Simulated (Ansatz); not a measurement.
# One shape, several levels: SiH2 (SMILES [SiH2])

Aim: a comparison of 6 runs (HF/3-21G, HF/cc-pVDZ, SVWN5/3-21G, UB3LYP/cc-pVDZ, CCSDT(Q)/cc-pVDZ, FCI/3-21G) of SiH2. 

The calculation is run with Ansatz 0.2.0.

61 further runs of the same task are left out: 61 set aside as unsound or not needed.

## Step 1: Starting point

The species is SiH2 (3 atoms), meant as a singlet with charge 0. SMILES: `[SiH2]`. The H2–Si1 distance was set to 1.907 Å, away from the relaxed value.

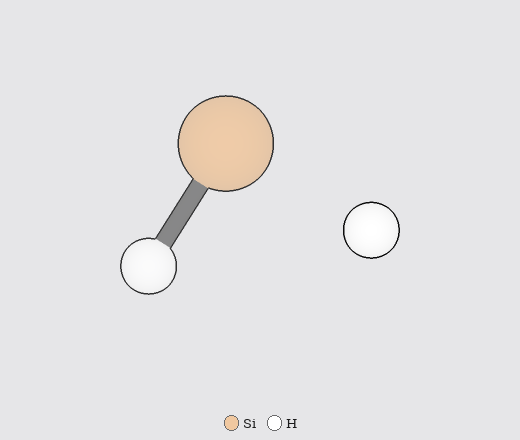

The structure, seen from a chosen angle (silicon light orange, hydrogen white).

## Step 2: The energy at HF/3-21G (run 1)

input.yaml reads:

```yaml
crystal:
  periodic: [false, false, false]
  atoms:
    - {symbol: Si, position_ang: [-0.824035, 0.441103, -0.397603]}
    - {symbol: H, position_ang: [0.840300, 0.578600, 0.522500]}
    - {symbol: H, position_ang: [-0.681935, -1.074697, -0.492903]}
basis:
  gaussian:
    orbitals: 3-21G.json
hamiltonian:
  xc: hf
accuracy: high
```

The basis set 3-21G is read from a file made from the Basis Set Exchange's data (not shown).

Run with:

```
ansatz run input.yaml --threads 1 --pin off --max-ram 2610MiB --events-out events.jsonl --progress --plain --runs-dir runs
```

Output:

```text
Warning: RAYON_NUM_THREADS=1 ignored (pool sized by the plan → 1); use --threads N
Functional definition: HF
  name "HF"
  exchange = exact_x
  correlation = 0
328 factors; integrals over basis functions are off by at most 4.0e-9 eV
mean field evaluation 1: about -7849.2022 eV, gradient 5.7e0 eV
mean field evaluation 2: about -7849.2019 eV, gradient 5.7e0 eV
mean field evaluation 4: about -7849.4089 eV, gradient 4.1e-1 eV
mean field evaluation 8: about -7849.4105 eV, gradient 3.7e-7 eV
mean field -7849.41046544 eV, -288.4605140834 hartree, gradient 1.5e-8 eV, S^2 0.000000; 0 other end points of the search recorded, 0 dependent functions left out
reference -7849.41046544 eV, -288.4605140834 hartree; 8, 8 occupied and 9, 9 virtual orbitals, 328 factors
Total energy: -7849.41046544 eV, -288.4605140834 hartree
```

Run time: 0.12 s. Hardware: 1 thread of Arm Neoverse V1, shared host.

## Step 3: The energy at HF/cc-pVDZ (run 2)

run.yaml reads:

```yaml
crystal:
  periodic: [false, false, false]
  atoms:
    - symbol: Si
      position_ang: [-0.824035, 0.441103, -0.397603]
    - symbol: H
      position_ang: [0.840300, 0.578600, 0.522500]
    - symbol: H
      position_ang: [-0.681935, -1.074697, -0.492903]
basis:
  gaussian:
    orbitals: cc-pVDZ
hamiltonian:
  xc: hf
accuracy: high
```

Run with:

```
ansatz run run.yaml --threads 1 --pin off --max-ram 2610MiB --events-out events.jsonl --progress --plain --runs-dir runs
```

Output:

```text
Warning: RAYON_NUM_THREADS=1 ignored (pool sized by the plan → 1); use --threads N
[... 4 set-up lines as earlier in the session ...]
549 factors; integrals over basis functions are off by at most 3.7e-9 eV
mean field evaluation 1: about -7890.7136 eV, gradient 7.5e0 eV
mean field evaluation 2: about -7890.7150 eV, gradient 7.5e0 eV
mean field evaluation 4: about -7891.0698 eV, gradient 5.5e-1 eV
mean field evaluation 8: about -7891.0723 eV, gradient 3.9e-4 eV
mean field -7891.07231147 eV, -289.9915586857 hartree, gradient 1.7e-8 eV, S^2 0.000000; 0 other end points of the search recorded, 0 dependent functions left out
reference -7891.07231147 eV, -289.9915586857 hartree; 8, 8 occupied and 20, 20 virtual orbitals, 549 factors
Total energy: -7891.07231147 eV, -289.9915586857 hartree
```

Wall time 0.2 s (1 thread of Arm Neoverse V1, shared host).

Runs 3 to 4 aren't shown in full; the table further down has their settings and results.

## Step 4: The energy at CCSDT(Q)/cc-pVDZ (run 5)

job.yaml reads:

```yaml
crystal:
  periodic: [false, false, false]
  atoms:
    - {symbol: Si, position_ang: [-0.824035, 0.441103, -0.397603]}
    - {symbol: H, position_ang: [0.840300, 0.578600, 0.522500]}
    - {symbol: H, position_ang: [-0.681935, -1.074697, -0.492903]}
basis:
  gaussian:
    orbitals: cc-pVDZ
accuracy: high
scf:
  omitted_lower_state_checks: [cluster_reference, increment]
correlation:
  method: ccsdt_q
  frozen_orbitals: {H: 0, Si: 5}
```

Run with:

```
ansatz run job.yaml --threads 1 --pin off --max-ram 2610MiB --events-out events.jsonl --progress --plain --runs-dir runs
```

Output, shortened:

```text
Warning: RAYON_NUM_THREADS=1 ignored (pool sized by the plan → 1); use --threads N
[... 2 set-up lines as earlier in the session ...]
[...]
549 factors; integrals over basis functions are off by at most 3.7e-9 eV
[...]
mean field -7891.07231147 eV, -289.9915586857 hartree, gradient 1.7e-8 eV, S^2 0.000000; 0 other end points of the search recorded, 0 dependent functions left out; unrestricted orbitals would lower it
5 core orbitals not correlated: weight in the atoms' cores, before any rotation towards them, 1.000 or more for the frozen orbitals, at most 0.000 for the correlated occupied ones
reference -7891.07231147 eV, -289.9915586857 hartree; 3, 3 occupied and 20, 20 virtual orbitals, 549 factors
second order -2.43319158 eV of doubles, -0.00000000 eV of singles
cycle   1  -2.97918503 eV  change   -5.5e-1 eV  update   7.4e-2
[...]
cycle  24  -3.36134696 eV  change  -3.4e-10 eV  update  2.4e-10
perturbative correction -0.00282787 eV, -0.0001039223 hartree
Total energy: -7894.43648631 eV, -290.1151898305 hartree
Checks for a lower state left out: cluster_reference, increment
```

Wall time 1.1 s (1 thread of Arm Neoverse V1, shared host).

## Step 5: A single-point energy at FCI/3-21G (run 6)

molecule.yaml reads:

```yaml
crystal:
  periodic: [false, false, false]
  atoms:
    - symbol: Si
      position_ang: [-0.824035, 0.441103, -0.397603]
    - symbol: H
      position_ang: [0.840300, 0.578600, 0.522500]
    - symbol: H
      position_ang: [-0.681935, -1.074697, -0.492903]
basis:
  gaussian: {orbitals: 3-21G.json}
accuracy: high
correlation: {method: fci, frozen_orbitals: {H: 0, Si: 5}}
```

The basis set 3-21G is read from a file made from the Basis Set Exchange's data (not shown).

Run with:

```
ansatz run molecule.yaml --threads 1 --pin off --max-ram 2610MiB --events-out events.jsonl --progress --plain --runs-dir runs
```

Output:

```text
Warning: RAYON_NUM_THREADS=1 ignored (pool sized by the plan → 1); use --threads N
[... 4 set-up lines as earlier in the session ...]
328 factors; integrals over basis functions are off by at most 4.0e-9 eV
mean field evaluation 1: about -7849.2022 eV, gradient 5.7e0 eV
mean field evaluation 2: about -7849.2019 eV, gradient 5.7e0 eV
mean field evaluation 4: about -7849.4089 eV, gradient 4.1e-1 eV
mean field evaluation 8: about -7849.4105 eV, gradient 3.7e-7 eV
mean field -7849.41046544 eV, -288.4605140834 hartree, gradient 1.5e-8 eV, S^2 0.000000; 0 other end points of the search recorded, 0 dependent functions left out; unrestricted orbitals would lower it
mean field evaluation 16: about -7849.3697 eV, gradient 5.8e0 eV
5 core orbitals not correlated: weight in the atoms' cores, before any rotation towards them, 1.000 or more for the frozen orbitals, at most 0.000 for the correlated occupied ones
reference -7849.41046544 eV, -288.4605140834 hartree; 3, 3 occupied and 9, 9 virtual orbitals, 328 factors
state -7851.39883853 eV, -288.5335854467 hartree
Total energy: -7851.39883853 eV, -288.5335854467 hartree
```

Run time: 0.51 s. Hardware: 1 thread of Arm Neoverse V1, shared host.

## Step 6: The series

| run | level | frozen core orbitals | energy (Eh) | wall time |
| --- | --- | --- | --- | --- |
| 1 | HF/3-21G | – | -288.460514 | 0.12 s |
| 2 | HF/cc-pVDZ | – | -289.991559 | 0.2 s |
| 3 | SVWN5/3-21G | – | -287.861432 | 0.45 s |
| 4 | UB3LYP/cc-pVDZ | – | -290.608289 | 1.5 s |
| 5 | CCSDT(Q)/cc-pVDZ | 5 | -290.115190 | 1.1 s |
| 6 | FCI/3-21G | 5 | -288.533585 | 0.51 s |

## Step 7: Results

```
                                          quantity          value
                               run 6: total energy  -288.53359 Eh
run 6: correlation energy (5 core orbitals frozen)      -73.1 mEh
```

What this shows: Against full CI in this basis: HF +73.1 mEh. Totals of different functionals can't be ranked against each other. In run 5 the log says that unrestricted orbitals would lower the reference, so the values rest on an unstable closed-shell determinant (other closed-shell runs at this shape may share the fault). All runs together took 4 s, the longest 1.5 s.
